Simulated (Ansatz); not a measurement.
## Electronic structure of Cl2Ge2···Cl2Ge2···Cl2Ge2 in real space

```xyz
12

Ge    0.5038    1.2808   -1.4199
Cl    1.0354    2.7498   -2.9648
Ge    0.4631    1.4907    1.2160
Cl    0.9520    3.1878    2.5231
Ge   -1.7559    0.9070   -0.1000
Cl   -3.6758    1.9688   -0.2181
Ge   -1.2311   -1.5454    0.1041
Cl   -2.5482   -3.2997    0.2257
Ge    1.0293   -1.1719   -1.2176
Cl    2.1666   -2.5200   -2.5279
Ge    0.9865   -0.9621    1.4183
Cl    2.0744   -2.0859    2.9612
```

Geometry: PBE-D4/def2-SVP.

The calculation used RKS PBE0-D4/def2-SVP (Ansatz 0.2.0).

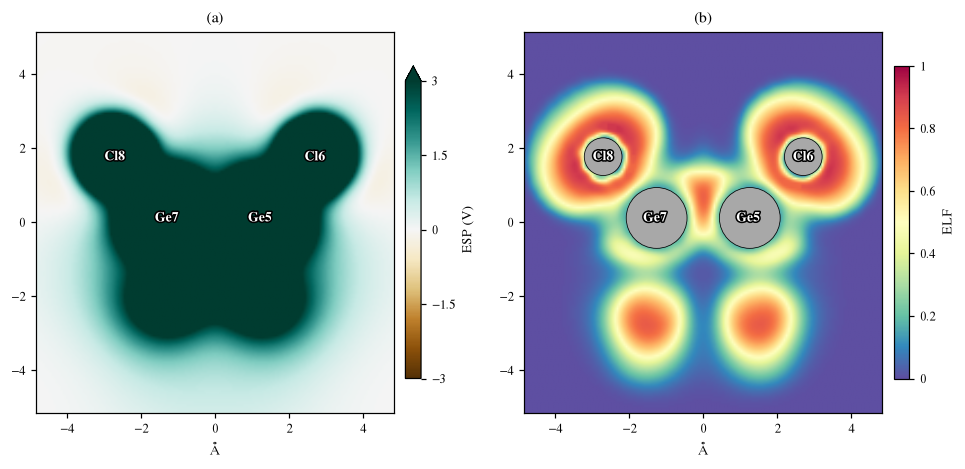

Figure 1. (a) molecular electrostatic potential; (b) electron localisation function on the plane of atoms Cl6, Ge5 and Ge7. Grey discs cover the atomic cores in the ELF map.

> Read the bonding off the picture.

The plane passes through Ge and Cl nuclei.
Ge–Cl (2.20 Å): the ELF peaks at about 0.80 in the valence shell of Cl, 0.9 Å from its nucleus, and is about 0.60 at the midpoint.
Ge–Ge (2.52 Å): the ELF peaks at about 0.70 between the atoms.
The ELF also peaks beside Cl6 and Cl8, away from the bonds: lone-pair regions.
The potential has no marked negative region in this plane.

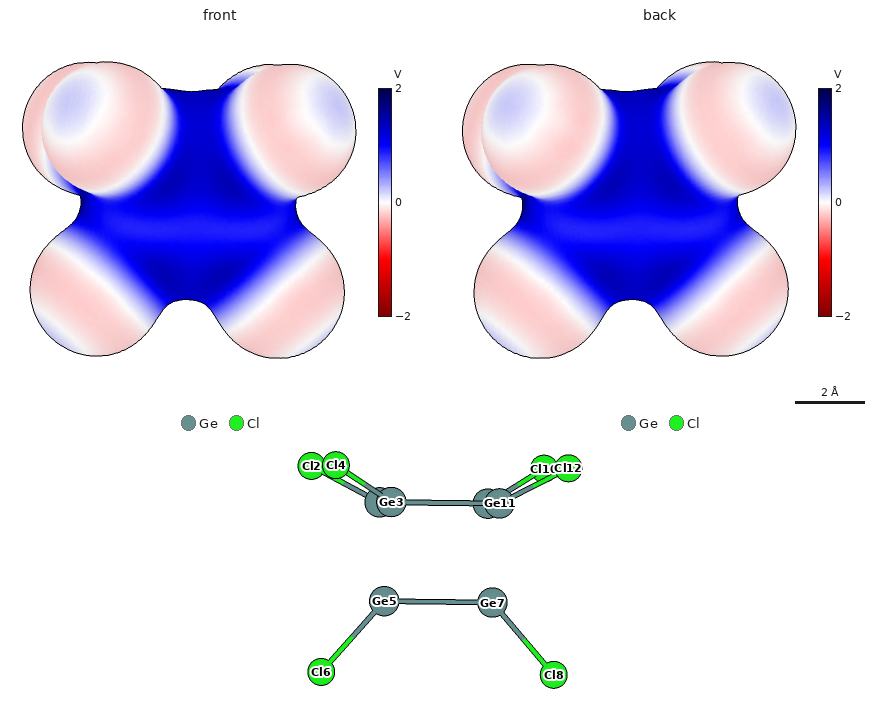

Figure 2. The molecular electrostatic potential painted on the density surface at 0.002 e/bohr³, seen from the front and from behind; red is negative and blue positive. The bare structure is drawn below in the same view.

> Which sites attract a positive test charge, and which a negative one?

A positive charge is drawn to the negative regions and a negative charge to the positive ones. The most negative region (about −0.2 V) lies over the Cl atoms, the most positive (about +1.6 V) over the Ge atoms.

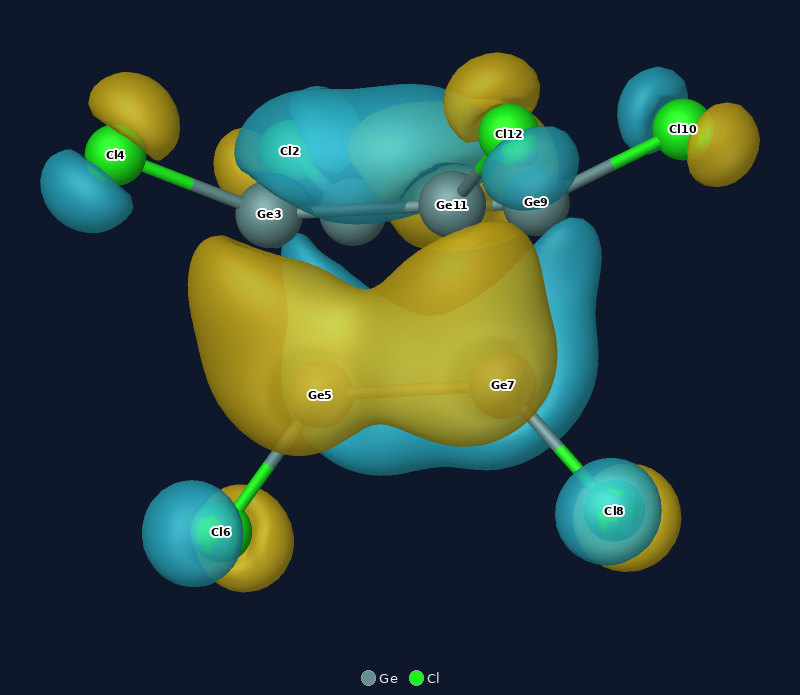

Figure 3. The HOMO at ±0.08 Å⁻³ᐟ² (yellow and cyan are the two phases), seen at a tilt.

> Where does this orbital lie, and at what energy?

By Hirshfeld shares it lies mainly on Ge1 (about 15 %), Ge3 (about 15 %), Ge7 (about 15 %), Ge5 (about 15 %), Ge11 (about 15 %) and Ge9 (about 15 %). It is one of a degenerate set, so its orientation is arbitrary. Its energy is −7.15 eV.

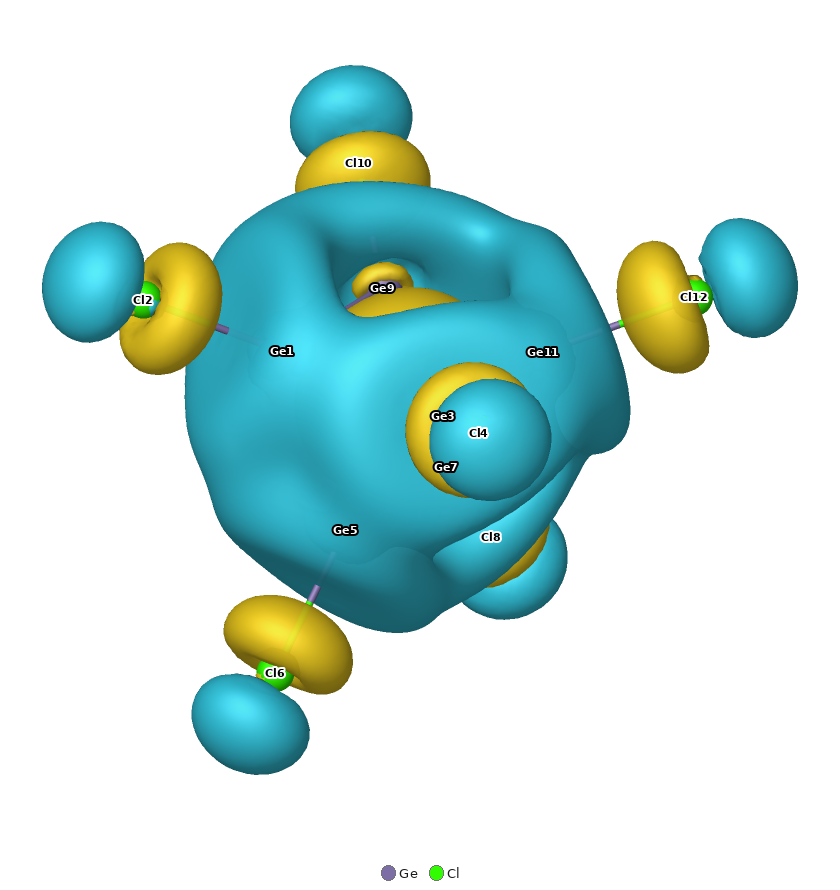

Figure 4. The LUMO at ±0.05 Å⁻³ᐟ² (yellow and cyan are the two phases), seen at an oblique angle.

> What is the character of this orbital?

It lies mainly on Ge1 (about 10 %), Ge3 (about 10 %), Ge7 (about 10 %), Ge5 (about 10 %), Ge11 (about 10 %) and Ge9 (about 10 %). Its energy is −3.65 eV.
